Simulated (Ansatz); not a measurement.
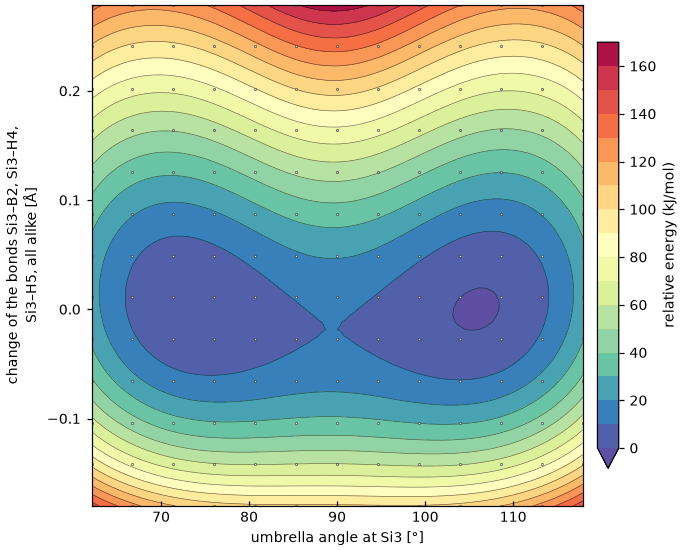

BH₂OSi, SMILES [O]B=[SiH2], spin multiplicity 2. Coordinates scanned: (1) umbrella angle at Si3 (between each of its bonds and their common axis; 90 is planar); (2) change of the bonds Si3–B2, Si3–H4, Si3–H5, all alike. Nothing is relaxed (all other coordinates rigid). Grid: 13 × 13 points. Points are written as (first, second). Energies: kJ/mol, counted from the lowest grid point. The calculation used UKS B3LYP-D4/def2-TZVP in Ansatz.

In the figure: filled contours, dots at the grid points. Between grid points the surface is interpolated.

The lowest grid point is at (104.0°, 0.011 Å). There is a further well near (71.4°, 0.011 Å) (1.3 kJ/mol above the lowest at that grid point). The highest grid point, (90.0°, 0.279 Å), lies 165 kJ/mol above the lowest. On the interpolated surface the easiest way out of the lowest well to the well at about (74°, 0.00 Å) passes a barrier of about 11 kJ/mol, counted from the interpolated bottom of the well. Round the minimum the valley is somewhat tilted: raising the first coordinate shifts the best value of the second coordinate upwards (coupling k₁₂/√(k₁₁k₂₂) about −0.2).

The system is changed to BH2SSi, SMILES [SiH2]=B[S], spin multiplicity 2; the new grid has 15 × 15 points, laid about the new relaxed structure.

Q: What does this change do to the map?

A: The minimum (interpolated where it lies between grid points) moves from about (106°, 0.000 Å) to about (103°, 0.000 Å). The easiest pass out of the lowest well goes from about 11 to about 5.2 kJ/mol on the interpolated surfaces. The curvature at the minimum changes from about 9.1 to 6.3 eV/rad² along the first coordinate and by less than a tenth (about 52) eV/Å² along the second coordinate.

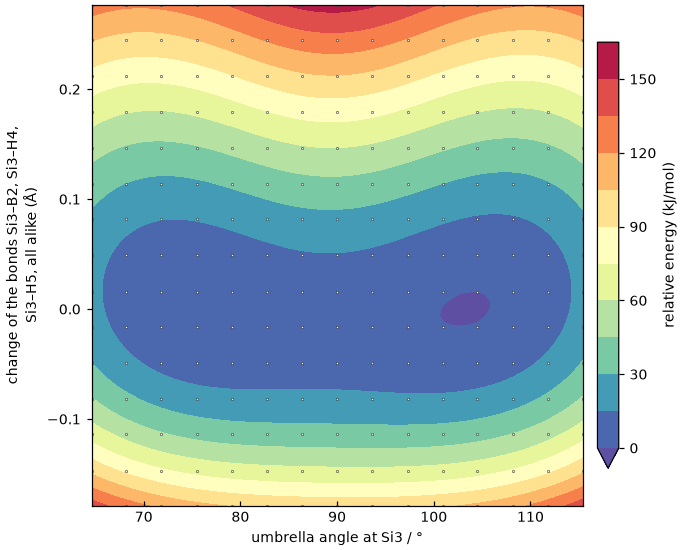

The map after the change, on a colour scale of its own. In the figure: filled contours, dots at the grid points. Between grid points the surface is interpolated.
